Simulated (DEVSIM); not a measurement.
Structure: Mo/La2O3/SiO2/n-Si capacitor, at 300 K.

```
layer (left to right)  material  thickness (nm)  Nd (cm⁻³)
---------------------  --------  --------------  ---------
1                         La2O3            6.00          -
2                          SiO2            1.20          -
3                            Si             440     3.4e17
```

Metal gate on the left, work function 4.6 eV. Fixed charge at the semiconductor interface 5.8e11 cm⁻² (in units of +e); no interface traps.

The device is made up for the run: typed textbook-type constants, with dimensions and the other settings drawn at random. Values at 300 K.

| parameter | La2O3 | SiO2 | Si |
|---|---|---|---|
| gap (eV) | 5.8 | 9 | 1.124 |
| affinity (eV) | 1.8 | 0.9 | 4.05 |
| permittivity | 27 | 3.9 | 11.7 |
| Nc (cm⁻³) | - | - | 2.86e19 |
| Nv (cm⁻³) | - | - | 3.1e19 |

Model (solved in DEVSIM): 1D Poisson equation in equilibrium, Boltzmann statistics, complete ionisation; no quantum confinement or tunnelling. Metal contacts follow the ideal Schottky-Mott rule: no Fermi-level pinning, no interface dipoles.

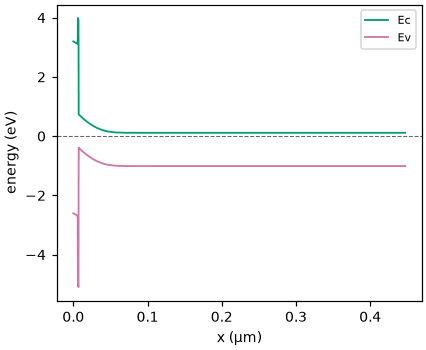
Band edges at -0.4 V on the gate

Energies count from the Fermi level of the right contact; mesh points crowd at the junctions.

```tsv
x (μm)	Ec (eV)	Ev (eV)	n (cm⁻³)	p (cm⁻³)	field (V/cm)
0.000	3.200	-2.600	< 1e2	< 1e2	-150000
0.0009196	3.186	-2.614	< 1e2	< 1e2	-150000
0.002364	3.165	-2.635	< 1e2	< 1e2	-150000
0.004075	3.140	-2.660	< 1e2	< 1e2	-150000
0.005668	3.116	-2.684	< 1e2	< 1e2	-150000
0.006372	3.972	-5.028	< 1e2	< 1e2	-1000000
0.006835	3.925	-5.075	< 1e2	< 1e2	-1000000
0.007968	0.719	-0.405	2.3e7	5.0e12	-250000
0.009704	0.677	-0.447	1.2e8	9.7e11	-240000
0.01300	0.602	-0.522	2.2e9	5.3e10	-220000
0.01971	0.466	-0.658	4.2e11	2.7e8	-190000
0.03889	0.208	-0.916	9.3e15	13000	-85000
0.06839	0.117	-1.007	3.1e17	380	-3500
0.1244	0.115	-1.009	3.4e17	340	≈ 0
0.2737	0.115	-1.009	3.4e17	340	≈ 0
0.3594	0.115	-1.009	3.4e17	340	≈ 0
0.4015	0.115	-1.009	3.4e17	340	≈ 0
0.4245	0.115	-1.009	3.4e17	340	≈ 0
0.4381	0.115	-1.009	3.4e17	340	≈ 0
0.4431	0.115	-1.009	3.4e17	340	≈ 0
0.4456	0.115	-1.009	3.4e17	340	≈ 0
0.4472	0.115	-1.009	3.4e17	340	≈ 0
```
